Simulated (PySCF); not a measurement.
**C₃H₄Cl₂, SMILES `C/C(Cl)=C\Cl`: what the electrons do**

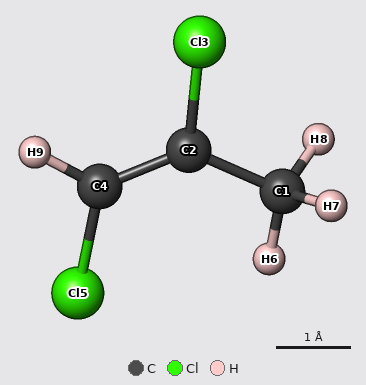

The molecule, with its atoms numbered as below. No frequency check shows the geometry to be a minimum.

Cartesian coordinates (Å):

```
C1       0.3790   -1.6599    0.0002
C2       0.4543   -0.1748   -0.0000
Cl3      2.0610    0.4737    0.0000
C4      -0.5549    0.6864   -0.0001
Cl5     -2.1994    0.1872    0.0000
H6      -0.6585   -1.9816    0.0026
H7       0.8826   -2.0591    0.8785
H8       0.8786   -2.0592   -0.8822
H9      -0.4212    1.7558   -0.0002
```

## 1. Excited states

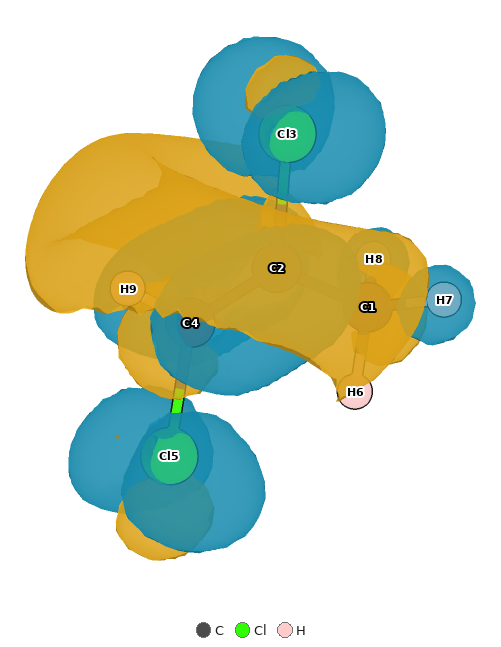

Unrelaxed difference density of S₃ less the ground state (full linear response singlet states), ±0.008 e/Å³; yellow: gain, teal: loss.

Computed with PySCF, ωB97X/6-31+G*, geometry: GFN2-xTB.

How does the charge move on excitation?

Answer. 0.81 e is displaced in all, largely into diffuse regions outside the molecule. The state: 7.08 eV (175 nm), f = 0.003, diffuse (Rydberg-like) orbital; the leading pair carries 98 %; hole on C4 (27 %), C2 (24 %) and Cl5 (22 %), electron on C4 (25 %), Cl3 and Cl5 (15 % each) and C2 (15 %) (atom shares of so diffuse an orbital are rough); their centroids lie 0.4 Å apart.

## 2. Removing or adding an electron

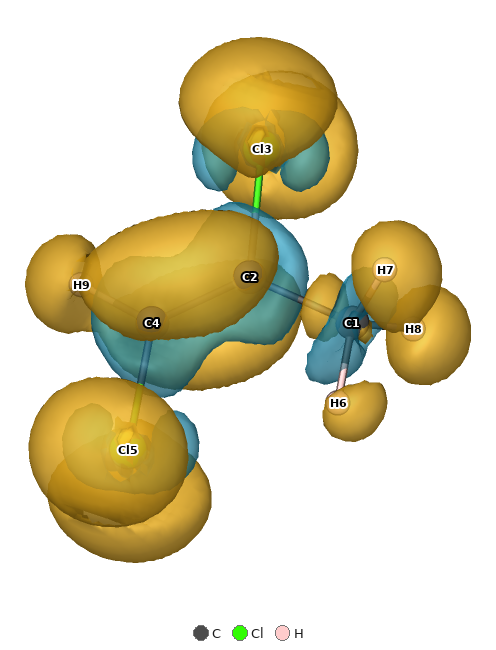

Fukui function f⁻ = ρ(N) − ρ(N−1) at fixed geometry, surfaces at ±0.015 e/Å³ (yellow positive, teal negative).

Computed with PySCF, TPSS/def2-SVPD, geometry: GFN2-xTB.

On which atoms does the density change most on removal of an electron?

Answer. f⁻ (Hirshfeld-condensed) is largest on Cl5 (0.28) and Cl3 (0.27); the vertical ionisation energy is 9.06 eV (the stability of the cation's solution wasn't checked). Condensed values hint at sites of electrophilic attack but needn't mark the atom that reacts. Shares this close don't rank the sites. Orbital relaxation makes it negative in places (0.16 e in all).

## 3. Localised orbitals

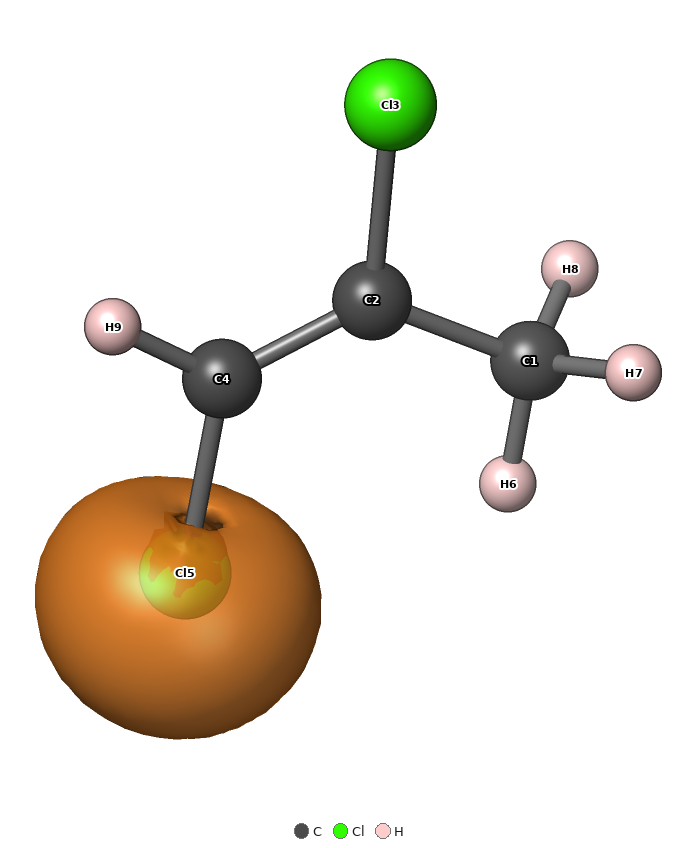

Pipek–Mezey orbitals, occupied; each surface holds about 80 % of the orbital's density. Energies are diagonal elements of the Fock matrix.

PySCF calculation, PBE0/def2-SVP, gas phase; geometry: GFN2-xTB.

What does this orbital represent?

Answer. Lone pair on Cl5 (s-type) (Cl5 100 %; −19.5 eV).
